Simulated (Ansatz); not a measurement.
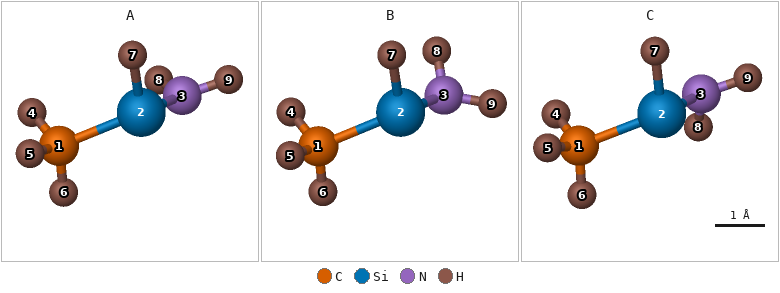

3 geometries from a converged minimum-energy path of CH$_{6}$NSi (multiplicity 2), shuffled. A ball-and-stick model, seen from a free direction.

Method: Ansatz 0.2.0, UKS revPBE-D4/6-31G*. Run with 9 movable images; climbing image; force threshold 0.03 eV/Å; iteration limit 60; starting path by image-dependent pair potential.

Which frame is the transition state?

B. In order along the path, whose images run from 0 to 10: B (image 5, +0.181 eV), A (image 7, +0.125 eV), C (image 9, +0.014 eV). The motion is a rotation about the Si2–N3 bond. No bond forms or breaks between the ends. Bond angles that change up to the highest image, for instance: N3–Si2–H7 104.3° → 114.3°, C1–Si2–N3 107.7° → 110.4°.
